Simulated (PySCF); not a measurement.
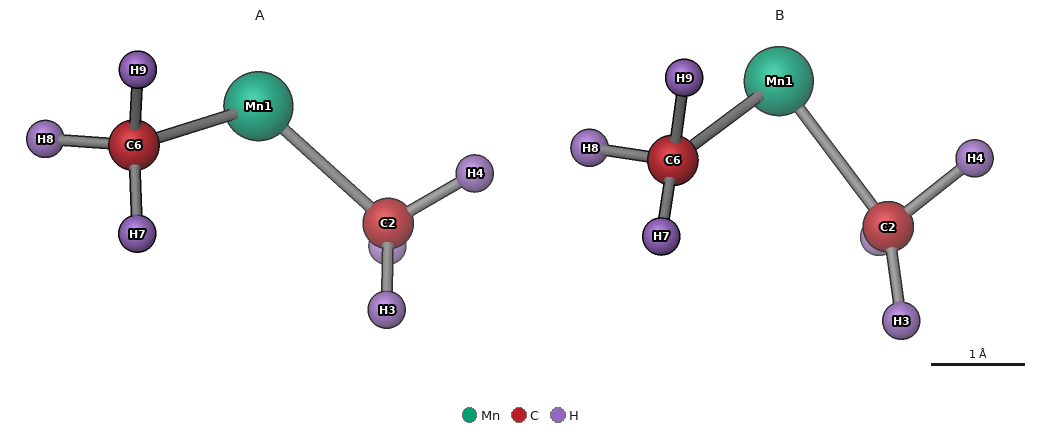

Two geometries of C₂H₆Mn (multiplicity 2), drawn at one scale. One is the start of a relaxation, the other its converged end. Style: ball-and-stick. Shown at a tilt.

All numbers below come from PBE0-D3(BJ)/def2-SVP geometry optimisation, gas phase in PySCF. 

### Which geometry has the lower energy?

Structure A is the relaxed one. The start comes from GFN2-xTB. Its atoms were then displaced at random by about 0.03 Å. The largest move after the best rigid fit is that of an H atom, 0.35 Å. Largest moves by element: H 0.35 Å, Mn 0.33 Å, C 0.28 Å. Some distances before and after: C–H 1.224 → 1.111 Å, C–Mn 2.017 → 1.918 Å, C–Mn 1.981 → 1.920 Å, C–H 1.040 → 1.099 Å. Bond angles that change, for instance: C–Mn–C 88.4° → 117.7°, Mn–C–H 145.0° → 118.8°, Mn–C–H 145.6° → 119.8°. After 12 geometry steps the energy has fallen by 1.597 eV. Cost: 3 min on 1 thread of AMD EPYC 9R45 96-Core Processor (shared host).
